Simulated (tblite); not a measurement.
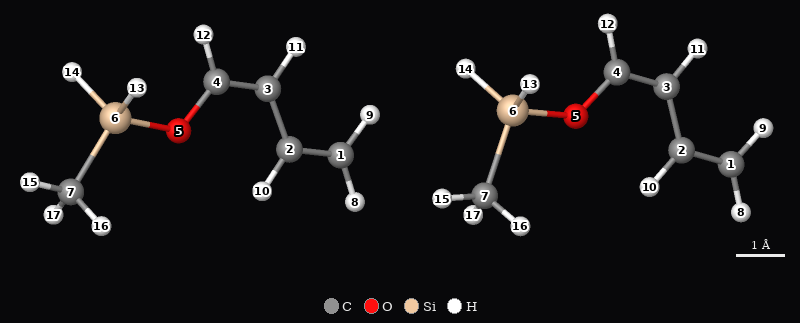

Two geometries of C$_{5}$H$_{10}$OSi, drawn at one scale. One is the start of a relaxation, the other its converged end. The picture is a ball-and-stick view, seen at a tilt.

The calculation used tblite, GFN2-xTB geometry optimisation, gas phase. 

Which of the two is the end point?

The right one is the relaxed one. After 54 geometry steps the energy has fallen by 0.159 eV. The largest moves after the best rigid fit, 0.50 Å, are those of H16 and H17. Largest moves by element: H 0.50 Å, C 0.37 Å, O 0.32 Å, Si 0.18 Å. Some distances before and after: Si6–C7 1.854 → 1.887 Å, O5–Si6 1.660 → 1.631 Å, Si6–H13 1.495 → 1.467 Å, Si6–H14 1.488 → 1.468 Å. Bond angles that change, for instance: C4–O5–Si6 121.1° → 131.8°, O5–Si6–C7 113.1° → 102.6°, C7–Si6–H13 109.4° → 112.6°. The run took 0.3 s on 1 thread of Arm Neoverse V2, with other jobs on the host.
